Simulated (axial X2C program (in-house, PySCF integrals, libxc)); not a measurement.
**GeB: bond curves with and without spin–orbit coupling**

What are the state, bond length, wavenumber and bond energy of GeB, and what does spin–orbit coupling change?

Method: all-electron X2C, Ge dyall-cv3z, B dyall-v3z; program: an in-house X2C program for linear molecules on PySCF integrals.

All values are calculated.

### Step 1. Set-up

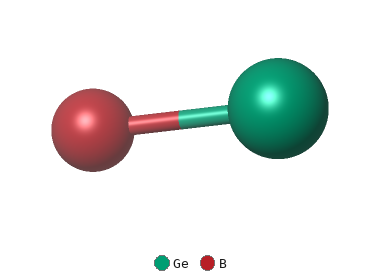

The two atoms at 2.060 Å (germanium teal, boron red).

Contents of task.json:

```json
{"zs": [32, 5], "q": 0, "bas": ["dyall-cv3z", "dyall-v3z"], "levels": ["PBE0", "HF", "TPSS"], "cc": true, "r0": 2.06, "thr": -1.0, "nmax": 90, "npts": 10, "nst": 2, "ntry": 6}
```

Keys: zs atomic numbers; q charge; bas basis sets; levels methods (HF also brings MP2); cc coupled cluster on or off; r0 starting distance in Å; thr threshold in hartree for freezing inner shells (an s shell follows its p shell); nmax most natural virtual spinors; npts points asked for on the curve; nst determinants followed; ntry starts of the search.

Started as:

```bash
> python so2c.py task.json out
```

Spin-free means the one-electron spin-free X2C Hamiltonian; two-component (2c) means X2C with spin–orbit coupling and atomic mean-field two-electron Coulomb and Gaunt terms. Basis: Ge dyall-cv3z contracted to [9s9p7d4f1g], B dyall-v3z contracted to [7s6p2d1f]; Gaussian nuclei, density fitting. Masses: Ge 73.921 u, B 11.009 u.

Notation: σ, π±, δ± give the projection m of an orbital's angular momentum (0, ±1, ±2), α and β its spin, Λ and M_S the sums; ω is the projection of a spinor's total angular momentum and Ω the sum. Logs are in hartree.

The results follow Hamiltonian by Hamiltonian and level by level.

### Step 2. Search for the lowest determinant

PBE0 moves the distance from 2.060 Å to 1.976 Å and compares determinants there.

Spin-free determinants:

```
ΔE (eV)             state                          open shells
   0.00  M_S = 3/2, Λ = 0   beyond closed shells: σα, π+α, π-α
   0.33  M_S = 1/2, Λ = 0   beyond closed shells: σβ, π+α, π-α
   0.84  M_S = 1/2, Λ = 0   beyond closed shells: σα, π+β, π-α
   0.84  M_S = 1/2, Λ = 2   beyond closed shells: σα, π+α, π+β
   1.24  M_S = 1/2, Λ = 1  beyond closed shells: π+α, π+β, π-α
   1.80  M_S = 1/2, Λ = 1            beyond closed shells: π+α
   2.94  M_S = 3/2, Λ = 1   beyond closed shells: 2 × π+α, π-α
```

Two-component determinants:

| ΔE (eV) | state | open shells |
| --- | --- | --- |
| 0.00 | Ω = 3/2 | excess of +ω over −ω: ω = 3/2 |
| 0.33 | Ω = 1/2 | excess of +ω over −ω: 2 × ω = -1/2, ω = 3/2 |
| 0.77 | Ω = 1/2 | excess of +ω over −ω: ω = 1/2 |
| 0.83 | Ω = 5/2 | excess of +ω over −ω: 2 × ω = 1/2, ω = 3/2 |
| 0.90 | Ω = 1/2 | excess of +ω over −ω: ω = 1/2 |
| 2.97 | Ω = 5/2 | excess of +ω over −ω: ω = -1/2, 2 × ω = 3/2 |
| 3.11 | Ω = 7/2 | excess of +ω over −ω: ω = 1/2, 2 × ω = 3/2 |

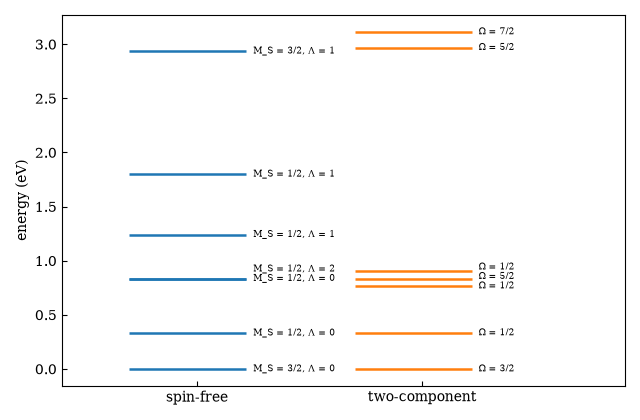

The determinants found, each set from its own lowest.

### Step 3. PBE0, spin-free

State followed: M_S = 3/2, Λ = 0 (beyond closed shells: σα, π+α, π-α). The scan is laid around 1.976 Å, a first estimate of the minimum, and this SCF restarts from the orbitals of the search.

Output at 1.976 Å:

```text
spin-free X2C-1e  PBE0
basis functions 150  fitting functions 880  grid points 5076
iter        total energy     max residual
   1      -2123.274676355     3.59e-06
   2      -2123.274676355     4.91e-06
converged
one-electron -3040.65961378  Coulomb 958.42520153  exact exchange -20.57947449  xc functional -63.30914678  nuclear repulsion 42.84835716
```

Along the bond, energies from the lowest point:

```csv
R (Å),E (eV),μ (D),HOMO (eV),LUMO (eV),iterations
1.719,0.7188,-0.55,-6.48,-3.54,12
1.798,0.2992,-0.66,-6.52,-3.41,12
1.857,0.1189,-0.73,-6.55,-3.33,12
1.917,0.0255,-0.80,-6.57,-3.25,12
1.976,0.0000,-0.86,-6.57,-3.18,2
2.045,0.0347,-0.91,-6.43,-3.10,12
2.114,0.1196,-0.94,-6.30,-3.04,12
2.203,0.2782,-0.94,-6.16,-2.96,12
2.312,0.5157,-0.89,-6.01,-2.87,12
2.470,0.8942,-0.74,-5.82,-2.92,12
```

Dipoles are positive if B is the positive end.

Outer orbitals at the reference distance:

| symmetry | occupied | ε (eV) | atomic character |
| --- | --- | --- | --- |
| δ+α | yes | -32.97 | 100% Ge d |
| δ-α | yes | -32.97 | 100% Ge d |
| σα | yes | -32.86 | 100% Ge d |
| π+α | yes | -32.85 | 100% Ge d |
| π-α | yes | -32.85 | 100% Ge d |
| δ+β | yes | -32.85 | 100% Ge d |
| δ-β | yes | -32.85 | 100% Ge d |
| σβ | yes | -32.75 | 100% Ge d |
| π+β | yes | -32.74 | 100% Ge d |
| π-β | yes | -32.74 | 100% Ge d |
| σα | yes | -15.80 | 50% Ge s, 29% B s, 12% B p |
| σβ | yes | -13.82 | 55% Ge s, 25% B s, 13% B p |
| σα | yes | -10.36 | 37% B s, 26% Ge p, 20% Ge s |
| σβ | yes | -8.28 | 40% Ge p, 30% B s, 20% Ge s |
| σα | yes | -6.58 | 52% B p, 32% Ge p, 8% B s |
| π-α | yes | -6.57 | 51% Ge p, 45% B p, 2% B d |
| π+α | yes | -6.57 | 51% Ge p, 45% B p, 2% B d |
| π+β | no | -3.18 | 59% Ge p, 38% B p, 2% B d |
| π-β | no | -3.18 | 59% Ge p, 38% B p, 2% B d |
| σβ | no | -2.50 | 52% B p, 20% B s, 20% Ge p |
| π+α | no | -1.66 | 44% B p, 40% Ge p, 10% Ge d |

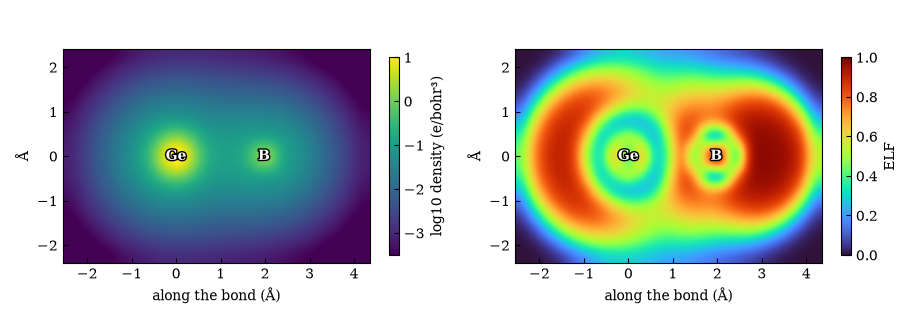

PBE0 fields in a plane through the axis, from a grid of 0.3 Å; Ge lies at z = 0 and B at z = 1.976 Å; the ELF is damped to zero where the density is low.

Re = 1.973 Å, ωe = 650 cm⁻¹, ωexe = 4.34 cm⁻¹, Be = 0.452 cm⁻¹, De = 3.24 eV, μ = -0.85 D.

### Step 4. HF, spin-free

The SCF at the reference distance of 1.976 Å:

```text
spin-free X2C-1e  HF
basis functions 150  fitting functions 880  grid points 5076
iter        total energy     max residual
   1      -2121.703953033     2.24e-01
   2      -2121.726721657     8.37e-03
   3      -2121.728134902     5.60e-03
   4      -2121.728597428     2.58e-03
   5      -2121.728858449     1.94e-03
   6      -2121.729019038     1.08e-03
   7      -2121.729085840     6.59e-04
   8      -2121.729128752     3.51e-04
   9      -2121.729143810     1.55e-04
  10      -2121.729147112     6.30e-05
  11      -2121.729147589     2.77e-05
  12      -2121.729147636     7.89e-06
  13      -2121.729147640     1.81e-06
  14      -2121.729147640     4.56e-07
converged
one-electron -3040.92168579  Coulomb 958.78059519  exact exchange -82.43641420  xc functional 0.00000000  nuclear repulsion 42.84835716
```

Re = 1.940 Å, ωe = 708 cm⁻¹, ωexe = 9.1 cm⁻¹, Be = 0.4676 cm⁻¹, De = 1.98 eV, μ = -0.31 D.

### Step 5. TPSS, spin-free

Output at 1.976 Å:

```text
spin-free X2C-1e  TPSS
basis functions 150  fitting functions 880  grid points 5076
iter        total energy     max residual
   1      -2123.557730958     3.90e-02
   2      -2123.558984353     1.20e-02
   3      -2123.558300189     1.18e-02
   4      -2123.559418995     6.47e-03
   5      -2123.559992597     1.11e-03
   6      -2123.560007159     8.03e-05
   7      -2123.560007268     1.15e-05
   8      -2123.560007271     2.35e-06
   9      -2123.560007271     2.15e-06
converged
one-electron -3040.15634948  Coulomb 957.89536160  exact exchange 0.00000000  xc functional -84.14737655  nuclear repulsion 42.84835716
```

Re = 1.990 Å, ωe = 624 cm⁻¹, ωexe = 4.16 cm⁻¹, Be = 0.4442 cm⁻¹, De = 3.25 eV, μ = -0.87 D.

### Step 6. Correlated methods, spin-free

Correlated methods: 7 electrons correlated (frozen shells, counted by type: Ge 3 s, 2 p, 1 d; B 1 s), 213 virtual spinors in MP2, 89 natural virtuals in coupled cluster.

Output of the correlated part at 1.976 Å:

```text
correlated 7  virtual 213  natural virtual 89  E(MP2) -0.131767206  MP2 remainder -0.002798135
iter   CCSD correlation   residual
   1     -0.145202431   1.20e-01
   2     -0.152383554   5.35e-02
   3     -0.153538269   2.41e-02
   4     -0.154197569   1.44e-02
   5     -0.154477837   6.56e-03
   6     -0.154498227   2.38e-03
   7     -0.154537156   9.67e-04
   8     -0.154536835   3.48e-04
   9     -0.154537099   1.18e-04
  10     -0.154537622   3.24e-05
  11     -0.154538024   1.22e-05
  12     -0.154538101   5.01e-06
  13     -0.154538131   2.27e-06
  14     -0.154538133   1.10e-06
(T) -0.009419758  T1 0.0490  D1 0.1135  max T2 0.093
```

T1 in the output is the amplitude norm over the root of the electron number; divide by √2 for the Lee–Taylor value.

MP2: Re = 1.986 Å, ωe = 661 cm⁻¹, Be = 0.446 cm⁻¹, De = 2.91 eV.

CCSD: Re = 1.991 Å, ωe = 625 cm⁻¹, ωexe = 4.12 cm⁻¹, Be = 0.444 cm⁻¹, De = 2.67 eV. T1 at Re = 0.034 (Lee–Taylor, the printed value over √2).

CCSD(T): Re = 2.002 Å, ωe = 617 cm⁻¹, ωexe = 3.18 cm⁻¹, Be = 0.4387 cm⁻¹, De = 2.85 eV. T1 at Re = 0.034 (Lee–Taylor, the printed value over √2).

### Step 7. A higher determinant, spin-free

State: M_S = 1/2, Λ = 0 (beyond closed shells: σβ, π+α, π-α).

Output at the reference distance:

```text
spin-free X2C-1e  PBE0
basis functions 150  fitting functions 880  grid points 5076
iter        total energy     max residual
   1      -2123.262505050     5.48e-06
   2      -2123.262505050     6.75e-06
converged
one-electron -3040.59269218  Coulomb 958.35755235  exact exchange -20.57565105  xc functional -63.30007133  nuclear repulsion 42.84835716
```

```csv
R (Å),E above the lowest PBE0 point (eV)
1.719,1.092
1.798,0.659
1.857,0.468
1.917,0.365
1.976,0.331
2.045,0.357
2.114,0.436
2.203,0.589
2.312,0.825
```

Re = 1.982 Å, ωe = 643 cm⁻¹, ωexe = 3.93 cm⁻¹, Be = 0.4478 cm⁻¹, μ = -0.88 D. ⟨S²⟩ = 1.77 against 0.75 for a pure state, so this determinant mixes spins. Te = 0.33 eV.

### Step 8. The spin-free curves together

Energy (eV) of the followed determinant, spin-free, from each level's lowest point:

```csv
R (Å),PBE0,HF,MP2,CCSD,CCSD(T),TPSS
1.719,0.719,0.623,0.795,n/a,n/a,0.774
1.798,0.299,0.221,0.347,0.350,0.382,0.340
1.857,0.119,0.064,0.148,0.151,0.172,0.147
1.917,0.026,0.000,0.039,0.041,0.051,0.040
1.976,0.000,0.006,0.000,0.000,0.000,0.000
2.045,0.035,0.075,0.025,0.017,0.007,0.018
2.114,0.120,0.186,0.112,0.085,0.066,0.086
2.203,0.278,0.355,0.296,0.224,0.199,0.225
2.312,0.516,0.572,0.586,n/a,n/a,0.440
2.470,0.894,0.872,1.048,n/a,n/a,0.791
```

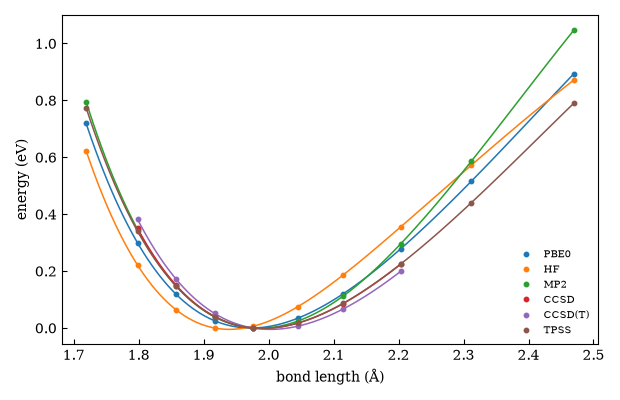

Curves of the followed state, spin-free, each from its own lowest point.

### Step 9. PBE0, 2c

State followed: Ω = 3/2 (excess of +ω over −ω: ω = 3/2). The scan is laid around 1.976 Å, a first estimate of the minimum, and this SCF restarts from the orbitals of the search.

The SCF at the reference distance of 1.976 Å:

```text
two-component X2C + atomic mean field  PBE0
basis functions 150  fitting functions 880  grid points 5076
iter        total energy     max residual
   1      -2122.602572826     7.97e-06
   2      -2122.602572831     4.71e-06
   3      -2122.602572833     4.30e-06
converged
one-electron -3038.93003543  Coulomb 958.05927221  exact exchange -20.57195954  xc functional -63.28607452  nuclear repulsion 42.84835716  atomic mean-field constant -0.72213271
```

Along the bond, energies from the lowest point:

```csv
R (Å),E (eV),μ (D),HOMO (eV),LUMO (eV),iterations
1.719,0.7194,-0.55,-6.48,-3.58,12
1.798,0.3000,-0.66,-6.52,-3.45,12
1.857,0.1195,-0.74,-6.55,-3.36,12
1.917,0.0259,-0.81,-6.57,-3.28,12
1.976,0.0000,-0.86,-6.53,-3.21,3
2.045,0.0343,-0.91,-6.39,-3.14,12
2.114,0.1188,-0.94,-6.27,-3.07,12
2.203,0.2768,-0.95,-6.12,-2.99,12
2.312,0.5136,-0.90,-5.97,-2.90,12
2.470,0.8911,-0.75,-5.77,-2.92,12
```

Dipoles are positive if B is the positive end.

Outer spinors at the reference distance:

```tsv
ω	occupied	ε (eV)	atomic character	λ mixture
-3/2	yes	-33.28	100% Ge d	90% δ, 10% π
3/2	yes	-33.19	100% Ge d	80% δ, 20% π
-1/2	yes	-33.15	100% Ge d	68% π, 32% σ
1/2	yes	-33.13	100% Ge d	51% σ, 49% π
5/2	yes	-32.77	100% Ge d	100% δ
3/2	yes	-32.65	100% Ge d	80% π, 20% δ
-5/2	yes	-32.64	100% Ge d	100% δ
1/2	yes	-32.59	100% Ge d	51% π, 49% σ
-1/2	yes	-32.58	100% Ge d	68% σ, 32% π
-3/2	yes	-32.56	100% Ge d	90% π, 10% δ
1/2	yes	-15.79	50% Ge s, 29% B s, 12% B p	100% σ
-1/2	yes	-13.82	55% Ge s, 25% B s, 13% B p	100% σ
1/2	yes	-10.36	37% B s, 26% Ge p, 20% Ge s	100% σ
-1/2	yes	-8.28	40% Ge p, 30% B s, 20% Ge s	100% σ
-1/2	yes	-6.60	52% Ge p, 44% B p, 2% B d	100% π
1/2	yes	-6.58	52% B p, 32% Ge p, 8% B s	100% σ
3/2	yes	-6.53	50% Ge p, 46% B p, 2% B d	100% π
1/2	no	-3.21	60% Ge p, 37% B p, 2% B d	100% π
-3/2	no	-3.14	58% Ge p, 38% B p, 2% B d	100% π
-1/2	no	-2.50	52% B p, 20% B s, 20% Ge p	100% σ
-1/2	no	-1.68	44% B p, 39% Ge p, 10% Ge d	100% π
```

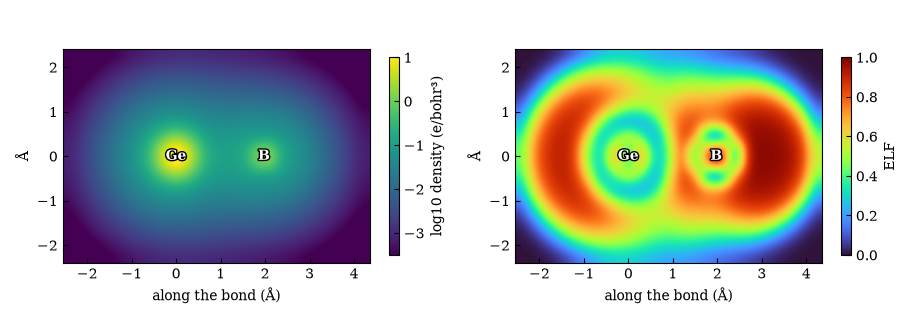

PBE0 fields in a plane through the axis, from a grid of 0.3 Å; Ge lies at z = 0 and B at z = 1.976 Å; the ELF is damped to zero where the density is low.

Re = 1.973 Å, ωe = 649 cm⁻¹, ωexe = 4.34 cm⁻¹, Be = 0.4518 cm⁻¹, De = 3.23 eV, μ = -0.86 D.

### Step 10. HF, 2c

The SCF at the reference distance of 1.976 Å:

```text
two-component X2C + atomic mean field  HF
basis functions 150  fitting functions 880  grid points 5076
iter        total energy     max residual
   1      -2121.032376926     2.24e-01
   2      -2121.055147584     8.36e-03
   3      -2121.056570694     5.63e-03
   4      -2121.057036684     2.58e-03
   5      -2121.057304388     1.94e-03
   6      -2121.057471734     1.07e-03
   7      -2121.057542463     6.53e-04
   8      -2121.057588651     3.94e-04
   9      -2121.057605644     1.89e-04
  10      -2121.057610025     9.23e-05
  11      -2121.057611138     6.21e-05
  12      -2121.057611645     5.32e-05
  13      -2121.057612226     4.14e-05
  14      -2121.057612900     2.35e-05
  15      -2121.057613251     1.47e-05
  16      -2121.057613283     1.40e-05
  17      -2121.057613297     1.07e-05
  18      -2121.057613309     5.63e-06
  19      -2121.057613312     2.40e-06
  20      -2121.057613313     8.52e-07
converged
one-electron -3039.19238636  Coulomb 958.41519793  exact exchange -82.40664933  xc functional 0.00000000  nuclear repulsion 42.84835716  atomic mean-field constant -0.72213271
```

Re = 1.940 Å, ωe = 705 cm⁻¹, ωexe = 9.29 cm⁻¹, Be = 0.4673 cm⁻¹, De = 1.96 eV, μ = -0.32 D.

### Step 11. TPSS, 2c

Output at 1.976 Å:

```text
two-component X2C + atomic mean field  TPSS
basis functions 150  fitting functions 880  grid points 5076
iter        total energy     max residual
   1      -2122.885361592     3.89e-02
   2      -2122.886622306     1.21e-02
   3      -2122.885944100     1.19e-02
   4      -2122.887059936     6.46e-03
   5      -2122.887625660     1.13e-03
   6      -2122.887640545     7.98e-05
   7      -2122.887640651     1.15e-05
   8      -2122.887640655     2.41e-06
   9      -2122.887640655     2.29e-06
converged
one-electron -3038.42733441  Coulomb 957.53003198  exact exchange 0.00000000  xc functional -84.11656267  nuclear repulsion 42.84835716  atomic mean-field constant -0.72213271
```

Re = 1.990 Å, ωe = 623 cm⁻¹, ωexe = 4.16 cm⁻¹, Be = 0.4441 cm⁻¹, De = 3.25 eV, μ = -0.88 D.

### Step 12. MP2 and beyond, 2c

Correlated methods: 7 electrons correlated (frozen shells, counted by type: Ge 3 s, 2 p, 1 d; B 1 s), 213 virtual spinors in MP2, 90 natural virtuals in coupled cluster.

Output of the correlated part at 1.976 Å:

```text
correlated 7  virtual 213  natural virtual 90  E(MP2) -0.131634145  MP2 remainder -0.002648072
iter   CCSD correlation   residual
   1     -0.145195846   1.20e-01
   2     -0.152378674   5.36e-02
   3     -0.153546441   2.42e-02
   4     -0.154218091   1.46e-02
   5     -0.154502008   6.63e-03
   6     -0.154523740   2.47e-03
   7     -0.154564092   1.10e-03
   8     -0.154563658   5.42e-04
   9     -0.154563671   3.49e-04
  10     -0.154563674   2.50e-04
  11     -0.154565973   1.57e-04
  12     -0.154565652   6.94e-05
  13     -0.154565864   3.25e-05
  14     -0.154565893   1.92e-05
  15     -0.154566131   1.21e-05
  16     -0.154566301   7.24e-06
  17     -0.154566385   4.09e-06
  18     -0.154566381   2.12e-06
(T) -0.009410969  T1 0.0497  D1 0.1141  max T2 0.093
```

MP2: Re = 1.985 Å, ωe = 666 cm⁻¹, Be = 0.4464 cm⁻¹, De = 2.91 eV.

CCSD: Re = 1.991 Å, ωe = 626 cm⁻¹, Be = 0.444 cm⁻¹, De = 2.66 eV. T1 at Re = 0.035 (Lee–Taylor, the printed value over √2).

CCSD(T): Re = 2.002 Å, ωe = 618 cm⁻¹, Be = 0.4388 cm⁻¹, De = 2.84 eV. T1 at Re = 0.035 (Lee–Taylor, the printed value over √2).

### Step 13. A higher determinant, 2c

State: Ω = 1/2 (excess of +ω over −ω: 2 × ω = -1/2, ω = 3/2).

Output at the reference distance:

```text
two-component X2C + atomic mean field  PBE0
basis functions 150  fitting functions 880  grid points 5076
iter        total energy     max residual
   1      -2122.590314548     1.29e-05
   2      -2122.590314549     1.36e-05
converged
one-electron -3038.86130904  Coulomb 957.99001546  exact exchange -20.56817426  xc functional -63.27707116  nuclear repulsion 42.84835716  atomic mean-field constant -0.72213271
```

```csv
R (Å),E above the lowest PBE0 point (eV)
1.719,1.096
1.798,0.663
1.857,0.472
1.917,0.368
1.976,0.334
2.045,0.359
2.114,0.437
2.203,0.590
2.312,0.825
```

Re = 1.983 Å, ωe = 643 cm⁻¹, ωexe = 3.93 cm⁻¹, Be = 0.4475 cm⁻¹, μ = -0.89 D. Te = 0.33 eV.

### Step 14. The 2c curves together

Energy (eV) of the followed determinant, 2c, from each level's lowest point:

```csv
R (Å),PBE0,HF,MP2,CCSD,CCSD(T),TPSS
1.719,0.719,0.624,0.795,n/a,n/a,0.775
1.798,0.300,0.222,0.346,0.351,0.382,0.341
1.857,0.119,0.065,0.148,0.151,0.172,0.148
1.917,0.026,0.000,0.039,0.041,0.051,0.040
1.976,0.000,0.005,0.000,0.000,0.000,0.000
2.045,0.034,0.073,0.026,0.017,0.007,0.017
2.114,0.119,0.182,0.116,0.086,0.067,0.085
2.203,0.277,0.349,0.309,0.227,0.203,0.224
2.312,0.514,0.564,0.612,n/a,n/a,0.439
2.470,0.891,0.864,1.060,n/a,n/a,0.788
```

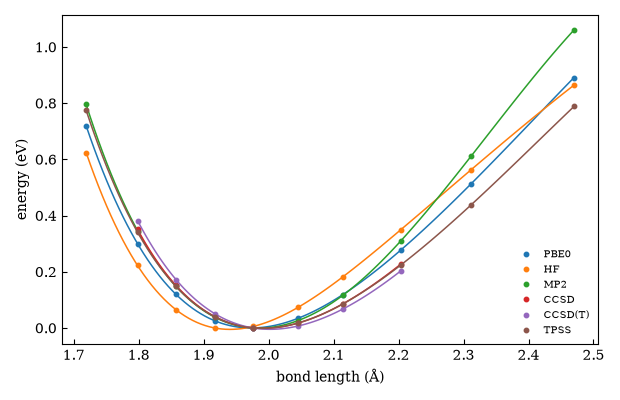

Curves of the followed state, 2c, each from its own lowest point.

Time for the job: 87 s (1 thread, shared host).

### Step 15. Results

Lowest determinant that the search found at its distance, spin-free: M_S = 3/2, Λ = 0 (beyond closed shells: σα, π+α, π-α).

Lowest determinant that the search found at its distance, 2c: Ω = 3/2 (excess of +ω over −ω: ω = 3/2).

| Hamiltonian | level | Re (Å) | ωe (cm⁻¹) | De (eV) | μ (D) |
| --- | --- | --- | --- | --- | --- |
| spin-free | PBE0 | 1.973 | 650 | 3.24 | -0.85 |
| spin-free | HF | 1.940 | 708 | 1.98 | -0.31 |
| spin-free | MP2 | 1.986 | 661 | 2.91 | n/a |
| spin-free | CCSD | 1.991 | 625 | 2.67 | n/a |
| spin-free | CCSD(T) | 2.002 | 617 | 2.85 | n/a |
| spin-free | TPSS | 1.990 | 624 | 3.25 | -0.87 |
| 2c | PBE0 | 1.973 | 649 | 3.23 | -0.86 |
| 2c | HF | 1.940 | 705 | 1.96 | -0.32 |
| 2c | MP2 | 1.985 | 666 | 2.91 | n/a |
| 2c | CCSD | 1.991 | 626 | 2.66 | n/a |
| 2c | CCSD(T) | 2.002 | 618 | 2.84 | n/a |
| 2c | TPSS | 1.990 | 623 | 3.25 | -0.88 |

Dipoles are positive if B is the positive end.

Time per point (s) on 1 thread, shared host (2c runs; CCSD comes with the CCSD(T) run); the times are rough: PBE0 0.41, HF 0.43, MP2 0.49, CCSD(T) 2.9, TPSS 0.47.

At CCSD(T), going from spin-free to two-component changes Re by 0 mÅ, ωe by +0.2 %, which is small (part of it comes from the scalar share of the two-electron terms). De moves by -0.01 eV; both De rest on single-determinant atoms, which can miss part of an open shell's spin–orbit lowering.

De refers to Ge + B, each in the lowest determinant found, which need not be this curve's own limit. The state is a single determinant with fixed occupations, the lowest that a limited PBE0 search found. De is counted from the lowest determinant-based energies of the atoms at the same level, without counterpoise correction. Density functionals use the spin component along the axis (collinear). Coupled cluster ran in a truncated set of natural virtual spinors; the MP2 energy of the rest was added. The meta-GGAs lack a current-density term, which matters for open shells with orbital currents, atoms included. With several unpaired electrons one determinant need not be a pure state. With the outer-core shells frozen, correlated bond lengths of heavy atoms tend to come out a few hundredths of an ångström too long. T1 at Re is 0.035 (Lee–Taylor), above the customary mark of 0.02.
